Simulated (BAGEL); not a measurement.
# One shape, several levels: doublet [C2Cl2F2]+

We compute a comparison of 3 runs (ROHF/6-31G*, ROHF/cc-pVDZ, UHF/6-31G*) of doublet [C2Cl2F2]+. 

Program for the calculation: BAGEL 1.2.2.

### 1 The structure to begin with

[C2Cl2F2]+: 6 atoms, total charge +1, spin state doublet. As SMILES of the parent species, `F/C(Cl)=C(\F)Cl`. Geometry: relaxed at PBE0-D4/def2-TZVP. That shape belongs to the parent species and isn't relaxed for this state.

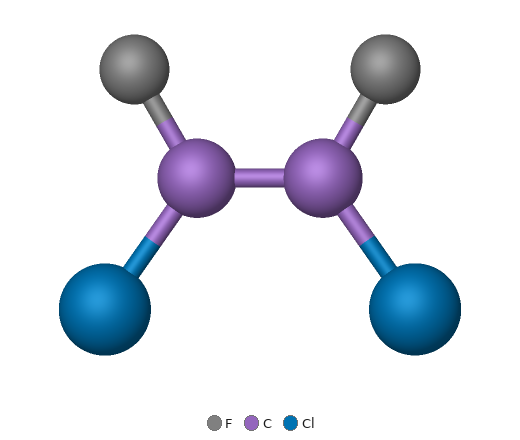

The structure, seen from a chosen angle (fluorine grey, carbon purple, chlorine blue).

### 2 The energy at ROHF/6-31G(d) (density fitting with qzvpp-jkfit, spherical functions) (run 1)

Input file hf.json:

```json
{ "bagel" : [

{
  "title" : "molecule",
  "basis" : "6-31gs.json",
  "df_basis" : "qzvpp-jkfit",
  "angstrom" : true,
  "geometry" : [
    { "atom" : "F", "xyz" : [    0.271900,   -1.736800,   -0.393100 ] },
    { "atom" : "C", "xyz" : [    0.288700,   -0.567500,    0.224400 ] },
    { "atom" : "Cl", "xyz" : [    1.120900,   -0.554700,    1.696000 ] },
    { "atom" : "C", "xyz" : [   -0.320700,    0.481300,   -0.320400 ] },
    { "atom" : "F", "xyz" : [   -0.944200,    0.355800,   -1.479800 ] },
    { "atom" : "Cl", "xyz" : [   -0.381600,    2.030800,    0.353200 ] }
  ]
},
{
  "title" : "rohf",
  "charge" : 1,
  "nopen" : 1
},
{
  "title" : "print",
  "file" : "orbitals.molden",
  "orbitals" : true
}

]}
```

The basis set 6-31G* is read from a file made from the Basis Set Exchange's data (not shown).

Run with:

```sh
BAGEL_NUM_THREADS=1 BAGEL hf.json > hf.out
```

Output:

```text
* using 1 threads per process

  ===============================================================
  ===============================================================

  *** Geometry ***

  { "atom" : "F", "xyz" : [      0.513817,     -3.282076,     -0.742851 ] },
  { "atom" : "C", "xyz" : [      0.545564,     -1.072420,      0.424055 ] },
  { "atom" : "Cl", "xyz" : [      2.118194,     -1.048231,      3.204976 ] },
  { "atom" : "C", "xyz" : [     -0.606035,      0.909525,     -0.605468 ] },
  { "atom" : "F", "xyz" : [     -1.784279,      0.672365,     -2.796417 ] },
  { "atom" : "Cl", "xyz" : [     -0.721119,      3.837656,      0.667451 ] },

  Number of auxiliary basis functions:      560

  Since a DF basis is specified, we compute 2- and 3-index integrals:
    o Being stored without compression. Storage requirement is 0.038 GB

  Number of basis functions:       92
  Number of electrons      :       64

    * METHOD: MOLECULE                             0.30

  *** Open-shell HF ***

  === Nuclear Repulsion ===
   354.4312993321

      * DIIS with orbital gradients will be used.

  === ROHF iteration (6-31gs.json) ===
      0      -1192.87506049          0.04389809           0.23
      1      -1192.99034740          0.03596921           0.22
      2      -1193.06364027          0.02698340           0.22
      3      -1193.15850297          0.00130476           0.22
      4      -1193.15918438          0.00044893           0.22
      5      -1193.15935826          0.00018442           0.22
      6      -1193.15940602          0.00005623           0.22
      7      -1193.15942524          0.00002180           0.22
      8      -1193.15942947          0.00000873           0.22
      9      -1193.15943111          0.00000351           0.22
     10      -1193.15943181          0.00000129           0.21
     11      -1193.15943203          0.00000034           0.21
     12      -1193.15943201          0.00000015           0.22
     13      -1193.15943200          0.00000007           0.22
     14      -1193.15943201          0.00000002           0.22
     15      -1193.15943201          0.00000001           0.21
    * SCF iteration converged.

    * S^2 (ROHF) is 0.7500

    * Permanent dipole moment:
           (   -0.135982,    -0.274512,    -0.376549) a.u.

    * METHOD: ROHF                                 3.70

    * METHOD: PRINT                                0.01

  ===============================================================
```

It took 4.2 s on 1 thread of Arm Neoverse V2, shared host; peak memory 0.15 GiB.

### 3 A single-point energy at ROHF/cc-pVDZ (density fitting with qzvpp-jkfit) (run 2)

Input file job.json:

```json
{ "bagel" : [

{
  "title" : "molecule",
  "basis" : "cc-pvdz.json",
  "df_basis" : "qzvpp-jkfit",
  "angstrom" : "true",
  "geometry" : [
    { "atom" : "F", "xyz" : [    0.271900,   -1.736800,   -0.393100 ] },
    { "atom" : "C", "xyz" : [    0.288700,   -0.567500,    0.224400 ] },
    { "atom" : "Cl", "xyz" : [    1.120900,   -0.554700,    1.696000 ] },
    { "atom" : "C", "xyz" : [   -0.320700,    0.481300,   -0.320400 ] },
    { "atom" : "F", "xyz" : [   -0.944200,    0.355800,   -1.479800 ] },
    { "atom" : "Cl", "xyz" : [   -0.381600,    2.030800,    0.353200 ] }
  ]
},
{
  "title" : "rohf",
  "charge" : 1,
  "nopen" : 1
},
{
  "title" : "print",
  "file" : "orbitals.molden",
  "orbitals" : "true"
}

]}
```

The basis set cc-pVDZ is read from a file made from the Basis Set Exchange's data (not shown).

Run with:

```sh
BAGEL_NUM_THREADS=1 BAGEL job.json > job.out
```

Output:

```text
* using 1 threads per process

  ===============================================================
  ===============================================================

  *** Geometry ***

  { "atom" : "F", "xyz" : [      0.513817,     -3.282076,     -0.742851 ] },
  { "atom" : "C", "xyz" : [      0.545564,     -1.072420,      0.424055 ] },
  { "atom" : "Cl", "xyz" : [      2.118194,     -1.048231,      3.204976 ] },
  { "atom" : "C", "xyz" : [     -0.606035,      0.909525,     -0.605468 ] },
  { "atom" : "F", "xyz" : [     -1.784279,      0.672365,     -2.796417 ] },
  { "atom" : "Cl", "xyz" : [     -0.721119,      3.837656,      0.667451 ] },

  Number of auxiliary basis functions:      560

  Since a DF basis is specified, we compute 2- and 3-index integrals:
    o Being stored without compression. Storage requirement is 0.038 GB

  Number of basis functions:       92
  Number of electrons      :       64

    * METHOD: MOLECULE                             0.29

  *** Open-shell HF ***

  === Nuclear Repulsion ===
   354.4312993321

      * DIIS with orbital gradients will be used.

  === ROHF iteration (cc-pvdz.json) ===
      0      -1192.94922114          0.03602357           0.23
      1      -1193.05373792          0.03143883           0.22
      2      -1193.12402301          0.02356886           0.23
      3      -1193.22276637          0.00114813           0.23
      4      -1193.22339043          0.00038756           0.22
      5      -1193.22355776          0.00017215           0.23
      6      -1193.22360094          0.00006468           0.23
      7      -1193.22362251          0.00002778           0.23
      8      -1193.22362536          0.00001346           0.23
      9      -1193.22362750          0.00000623           0.22
     10      -1193.22362825          0.00000207           0.22
     11      -1193.22362857          0.00000060           0.22
     12      -1193.22362867          0.00000023           0.22
     13      -1193.22362868          0.00000010           0.22
     14      -1193.22362868          0.00000005           0.22
     15      -1193.22362869          0.00000002           0.21
     16      -1193.22362869          0.00000001           0.22
     17      -1193.22362869          0.00000000           0.23
    * SCF iteration converged.

    * S^2 (ROHF) is 0.7500

    * Permanent dipole moment:
           (   -0.151742,    -0.306429,    -0.420363) a.u.

    * METHOD: ROHF                                 4.23

    * METHOD: PRINT                                0.01

  ===============================================================
```

Wall time 4.8 s (1 thread of Arm Neoverse V2, shared host); peak memory 0.15 GiB.

### 4 A single-point energy at UHF/6-31G(d) (density fitting with qzvpp-jkfit, spherical functions) (run 3)

Input file input.json:

```json
{ "bagel" : [

{
  "title" : "molecule",
  "basis" : "6-31gs.json",
  "df_basis" : "qzvpp-jkfit",
  "angstrom" : "true",
  "geometry" : [
    { "atom" : "F", "xyz" : [       0.271900,      -1.736800,      -0.393100 ] },
    { "atom" : "C", "xyz" : [       0.288700,      -0.567500,       0.224400 ] },
    { "atom" : "Cl", "xyz" : [       1.120900,      -0.554700,       1.696000 ] },
    { "atom" : "C", "xyz" : [      -0.320700,       0.481300,      -0.320400 ] },
    { "atom" : "F", "xyz" : [      -0.944200,       0.355800,      -1.479800 ] },
    { "atom" : "Cl", "xyz" : [      -0.381600,       2.030800,       0.353200 ] }
  ]
},

{
  "title" : "uhf",
  "charge" : 1,
  "nopen" : 1
},

{
  "title" : "print",
  "file" : "orbitals.molden",
  "orbitals" : "true"
}

]}
```

The basis set 6-31G* is read from a file made from the Basis Set Exchange's data (not shown).

Run with:

```sh
BAGEL_NUM_THREADS=1 BAGEL input.json > input.out
```

Output:

```text
* using 1 threads per process

  ===============================================================
  ===============================================================

  *** Geometry ***

  { "atom" : "F", "xyz" : [      0.513817,     -3.282076,     -0.742851 ] },
  { "atom" : "C", "xyz" : [      0.545564,     -1.072420,      0.424055 ] },
  { "atom" : "Cl", "xyz" : [      2.118194,     -1.048231,      3.204976 ] },
  { "atom" : "C", "xyz" : [     -0.606035,      0.909525,     -0.605468 ] },
  { "atom" : "F", "xyz" : [     -1.784279,      0.672365,     -2.796417 ] },
  { "atom" : "Cl", "xyz" : [     -0.721119,      3.837656,      0.667451 ] },

  Number of auxiliary basis functions:      560

  Since a DF basis is specified, we compute 2- and 3-index integrals:
    o Being stored without compression. Storage requirement is 0.038 GB

  Number of basis functions:       92
  Number of electrons      :       64

    * METHOD: MOLECULE                             0.30

  *** Open-shell HF ***

  === Nuclear Repulsion ===
   354.4312993321

      * DIIS with orbital gradients will be used.

  === UHF iteration (6-31gs.json) ===
      0      -1192.87506049          0.04389809           0.22
      1      -1192.99464976          0.03581256           0.22
      2      -1193.06942667          0.02663235           0.22
      3      -1193.16126428          0.00128920           0.22
      4      -1193.16207626          0.00040987           0.22
      5      -1193.16221175          0.00019571           0.23
      6      -1193.16226881          0.00008347           0.22
      7      -1193.16228518          0.00004305           0.21
      8      -1193.16229046          0.00001865           0.22
      9      -1193.16229174          0.00000908           0.21
     10      -1193.16229198          0.00000355           0.22
     11      -1193.16229201          0.00000104           0.22
     12      -1193.16229202          0.00000046           0.22
     13      -1193.16229202          0.00000018           0.22
     14      -1193.16229202          0.00000007           0.22
     15      -1193.16229202          0.00000003           0.22
     16      -1193.16229202          0.00000002           0.22
     17      -1193.16229202          0.00000001           0.22
    * SCF iteration converged.

    * S^2 (UHF) is 0.7567

    * Permanent dipole moment:
           (   -0.137196,    -0.276985,    -0.379935) a.u.

    * METHOD: UHF                                  4.14

    * METHOD: PRINT                                0.01

  ===============================================================
```

It took 4.8 s on 1 thread of Arm Neoverse V2, shared host; peak memory 0.15 GiB.

### 5 Overview of the runs

| run | level | energy (Eh) | ⟨S²⟩ | wall time |
| --- | --- | --- | --- | --- |
| 1 | ROHF/6-31G* (density fitting with qzvpp-jkfit, spherical functions) | -1193.159432 | 0.750 | 4.2 s |
| 2 | ROHF/cc-pVDZ (density fitting with qzvpp-jkfit) | -1193.223629 | 0.750 | 4.8 s |
| 3 | UHF/6-31G* (density fitting with qzvpp-jkfit, spherical functions) | -1193.162292 | 0.757 | 4.8 s |

### 6 Outcome

| quantity | value |
| --- | --- |
| run 3: total energy | -1193.16229 Eh |
| run 3: ⟨S²⟩ | 0.757 |

**Reading.** Over the runs the total energy spans 1.747 eV, nearly all of it from run 2, which stands apart from the rest. All runs together took 14 s, the longest 4.8 s.
